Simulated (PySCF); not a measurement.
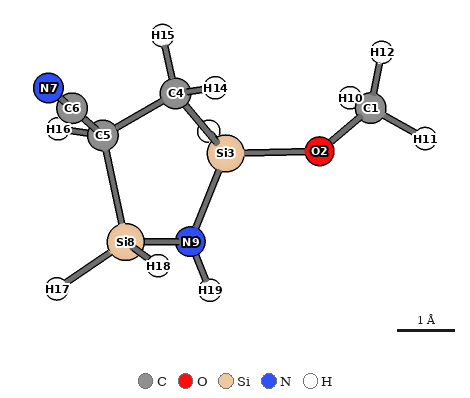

Fig. 1: The structure (ball-and-stick view, seen at a tilt; atoms are numbered from 1 in the order of the input).

**Excited-state calculation, with input and output: C$_{4}$H$_{10}$N$_{2}$OSi$_{2}$**

System: C$_{4}$H$_{10}$N$_{2}$OSi$_{2}$.
Method: TDDFT CAM-B3LYP/def2-SVPD, vertical, gas phase, core orbitals frozen in the response (PySCF 2.14.0).

The geometry comes from this level: PBE0-D3(BJ)/def2-SVP. It belongs to a series of runs on one base structure; here: constitutional isomer.

The input:
```
{"job": {"kind": "uv", "xc": "CAM-B3LYP", "basis": "def2-SVPD", "ip": true}, "charge": 0, "multiplicity": 1}
C      2.460152     0.963727    -0.639752
O      1.356118     0.330496    -0.059510
Si     0.009499    -0.244077    -0.840819
C     -1.470873     0.922914    -0.712529
C     -2.756767     0.084461    -0.527545
C     -3.885127     0.832848    -0.008702
N     -4.779154     1.420295     0.437560
Si    -2.292700    -1.433242     0.551327
N     -0.652243    -1.606773    -0.001639
H      2.649201     0.617159    -1.672882
H      3.357827     0.748359    -0.039305
H      2.326982     2.059586    -0.668097
H      0.434978    -0.541021    -2.245551
H     -1.297373     1.544782     0.182499
H     -1.562870     1.614523    -1.564900
H     -3.062354    -0.342042    -1.500136
H     -3.145522    -2.615883     0.233056
H     -2.433027    -1.118113     2.004652
H     -0.087519    -2.418744     0.224190
```

The first line tells a small driver script what to run in PySCF; the rest is the geometry in Å.

Hardware: 1 CPU thread, shared host.

Launched with:
```bash
OMP_NUM_THREADS=1 python <driver script> task.json out
```

What the program printed:
```
coarse grid: 17008 points
cycle   1  E = -921.3757111598  dE =  1.163e+00  |g| = 8.523e-01  |ddm| = 6.463e+00
cycle   2  E = -921.2059657549  dE =  1.697e-01  |g| = 1.280e+00  |ddm| = 2.391e+00
cycle   3  E = -921.5306968595  dE = -3.247e-01  |g| = 1.460e-01  |ddm| = 1.418e+00
cycle   4  E = -921.5339124746  dE = -3.216e-03  |g| = 8.995e-02  |ddm| = 2.320e-01
cycle   5  E = -921.5355713222  dE = -1.659e-03  |g| = 1.667e-02  |ddm| = 1.206e-01
cycle   6  E = -921.5356307475  dE = -5.943e-05  |g| = 4.976e-03  |ddm| = 2.768e-02
cycle   7  E = -921.5356360783  dE = -5.331e-06  |g| = 1.449e-03  |ddm| = 9.244e-03
final grid: 155600 points
cycle   8  E = -921.6722235778  dE = -2.793e-05  |g| = 4.623e-03  |ddm| = 7.346e-02
cycle   9  E = -921.6722216315  dE =  1.946e-06  |g| = 5.685e-03  |ddm| = 1.440e-02
cycle  10  E = -921.6722283150  dE = -6.684e-06  |g| = 4.580e-04  |ddm| = 6.052e-03
cycle  11  E = -921.6722283558  dE = -4.084e-08  |g| = 2.019e-04  |ddm| = 7.848e-04
cycle  12  E = -921.6722283628  dE = -7.003e-09  |g| = 9.423e-05  |ddm| = 4.203e-04
cycle  13  E = -921.6722283647  dE = -1.855e-09  |g| = 2.277e-05  |ddm| = 1.163e-04
cycle  14  E = -921.6722283648  dE = -1.112e-10  |g| = 6.744e-06  |ddm| = 4.324e-05
```

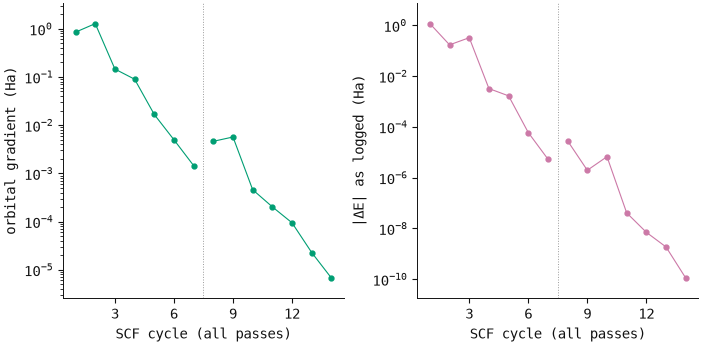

Fig. 2: Convergence of the self-consistent field: orbital gradient and size of the energy change against the SCF cycle. The dotted line marks the change from a coarse to the final integration grid. The first 7 cycles use a coarse grid, the final grid takes over at cycle 8, and the field converges after 14 cycles in all.

```
converged SCF energy = -921.6722283648

Static polarisability (au): isotropic 108.674, principal 89.490 104.338 132.193

Singlet excitations
state   eV       nm        f      main configurations
  1   6.7301    184.2   0.00862   H->L 0.66, H->L+1 0.15, H-1->L 0.09
  2   7.1460    173.5   0.00079   H->L+1 0.40, H-2->L+3 0.11, H->L 0.10
  3   7.2416    171.2   0.00537   H->L+1 0.25, H-2->L+3 0.15, H-2->L 0.09
  4   7.4402    166.6   0.00247   H->L+2 0.51, H-1->L+2 0.14
  5   7.6649    161.8   0.01559   H->L+3 0.30, H-2->L+1 0.09
  6   7.7136    160.7   0.01470   H->L+4 0.17, H->L+3 0.17, H-2->L+1 0.09
  7   7.8641    157.7   0.00998   H-2->L+1 0.30, H-1->L 0.13
  8   7.8757    157.4   0.01470   H-4->L+8 0.13, H-4->L+4 0.12, H-2->L+1 0.09
  9   7.8853    157.2   0.00138   H-1->L 0.32, H-2->L+1 0.10
 10   8.0061    154.9   0.01829   H->L+4 0.25, H->L+3 0.17, H-1->L+2 0.10

Triplet excitations (Tamm-Dancoff, eV): 6.1905 6.3892 6.6351 6.7266
Vertical ionisation energy (delta-SCF) = 9.8505 eV
```

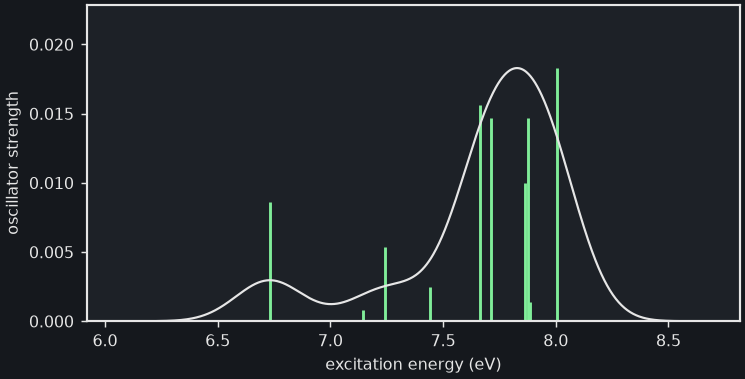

Fig. 3: Computed excitations as sticks (degenerate states added up, dark ones marked on the axis), with a Gaussian envelope of 0.35 eV full width at half maximum, scaled to the tallest. Of the 10 states the lowest lies at 6.73 eV (f = 0.009); the strongest line is at 8.01 eV, or 155 nm (f = 0.018).

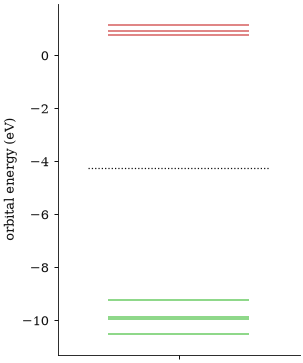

Fig. 4: Orbital energies near the frontier; the dotted line parts filled from empty levels, and levels within 0.02 eV of each other stand side by side. Highest filled −9.24 eV, lowest empty 0.76 eV, 10.00 eV apart.

Results in brief:

| quantity | value |
| --- | --- |
| outcome | converged |
| total energy | −921.672228 hartree |
| HOMO | −9.24 eV |
| LUMO | 0.76 eV |
| dipole moment | 5.32 D |
| mean polarisability | 108.67 a.u. |
| vertical ionisation energy | 9.85 eV |
| lowest singlet excitation | 6.73 eV |
| wall time | 16 min |
| peak memory | 1.4 GiB |
